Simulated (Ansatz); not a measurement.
## Electronic structure of Al₂SnS₄ in real space

The calculation's input:

```
crystal:
  lattice:
    - [6.4973495219, 0.0, 0.0]
    - [0.0, 6.4973495219, 0.0]
    - [0.0, 0.0, 3.2226777067]
  atoms:
    - { symbol: Al, position: [0.5, 0.0, 0.5] }
    - { symbol: Al, position: [0.0, 0.5, 0.5] }
    - { symbol: Sn, position: [0.0, 0.0, 0.0] }
    - { symbol: S, position: [0.2648564871, 0.7351435129, 0.0] }
    - { symbol: S, position: [0.2648564871, 0.2648564871, 0.0] }
    - { symbol: S, position: [0.7351435129, 0.7351435129, 0.0] }
    - { symbol: S, position: [0.7351435129, 0.2648564871, 0.0] }
kpoints:
  mp_grid: { grid: [4, 4, 8] }
  band_path:
    path:
      - [0.0, 0.0, 0.0]
      - [0.0, 0.5, 0.0]
      - [0.5, 0.5, 0.0]
      - [0.0, 0.0, 0.5]
      - [0.0, 0.5, 0.5]
      - [0.5, 0.5, 0.5]
    npoints: 1
hamiltonian:
  xc: r2scan
  dispersion: rvv10
scf:
  occupations: { method: fermi_dirac, width: 0.03 }
  n_extra_bands: 5
output:
  forces: true
  stress: true
  eigenvalues: true
  write_density: true
  write_potential: true
  elf: true
  volumetric_format: npy
```

Command:

```sh
ansatz run input.yaml --threads 4 --pin off --max-ram 4608MiB --backend cpu --events-out ev --progress --plain --runs-dir out
```

Below, planes, directions and counts refer to the conventional cell (a = 6.50 Å, b = 6.50 Å, c = 3.22 Å, α = 90.00°, β = 90.00°, γ = 90.00°).

Space group P4/mmm; a structure from a database of computed crystals, not necessarily the ambient phase; started from the K2PdCl4-123 prototype, which need not be the ambient phase.

These are results of DFT, r2SCAN+rVV10, plane waves, PAW in Ansatz 0.2.0, not measurements.

In a PAW calculation such maps are meaningful between the atoms, not at the nuclei.

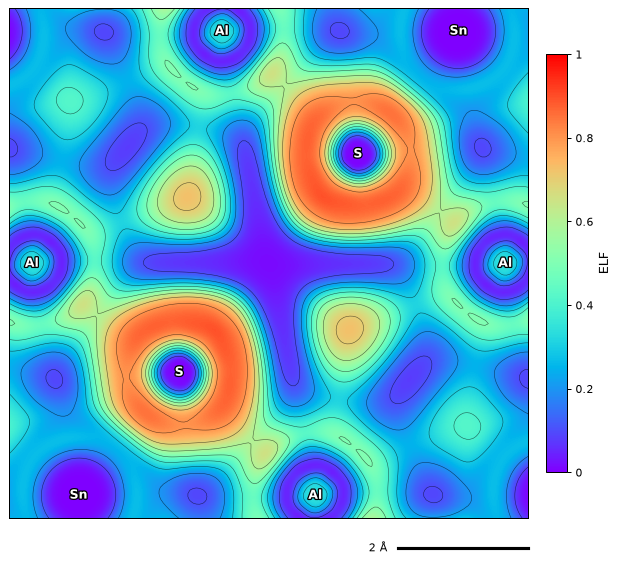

Figure 1. ELF on the (111) plane of the conventional cell.

**Describe what can be read from this map.**

The section cuts through Al, Sn and S sites.
Sn–S (2.43 Å): the ELF peaks at about 0.85 in the valence shell of S, 0.8 Å from its nucleus, and is about 0.55 at the midpoint.
Al–S (2.81 Å): the ELF peaks at about 0.85 in the valence shell of S, 0.8 Å from its nucleus, and drops to about 0.60 between the two atoms.

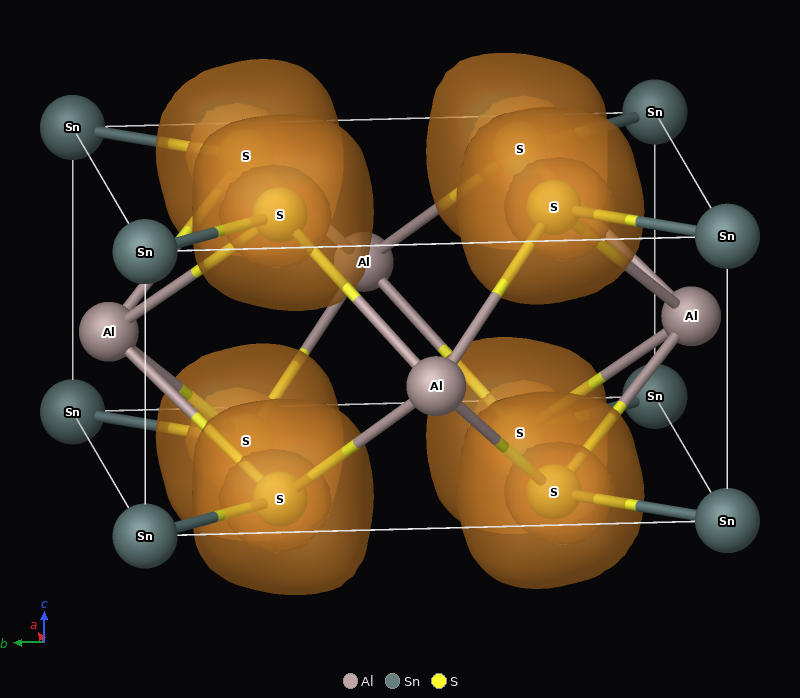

Figure 2. Isosurface of the electron localisation function at 0.75 (orange), seen at an oblique angle. Core shells and regions of very low density are left out. Sticks mark near contacts.

**Where are the electrons localised?**

At this value the surface marks out four regions wrapped around S (the valence shell of each), counted in one cell of 7 atoms. Regions shared between cells count once.
